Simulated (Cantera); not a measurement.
Feed: 1 mol AlCl3, 11 mol O2, 50 mol N2, at 0.000600 bar.

Method: chemical equilibrium by Gibbs-energy minimisation in Cantera with the NASA 1993 tables (ideal gas, pure condensed phases). Candidate condensed phases: Al, AlCl3, AlN, Al2O3; 24 gas species. The numbers say what is thermodynamically allowed, not how fast it happens.

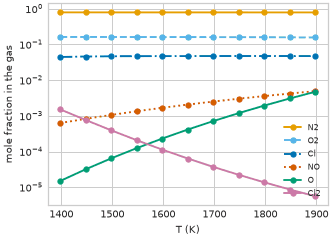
Fig. 1. Equilibrium gas composition (values under 1e-9 drawn at 1e-9)

Read off the mole fractions at 1898 K.

N2 about 0.79, O2 about 0.16, Cl about 0.047, NO about 0.0049, O about 0.0047, Cl2 about 5.6e-6.
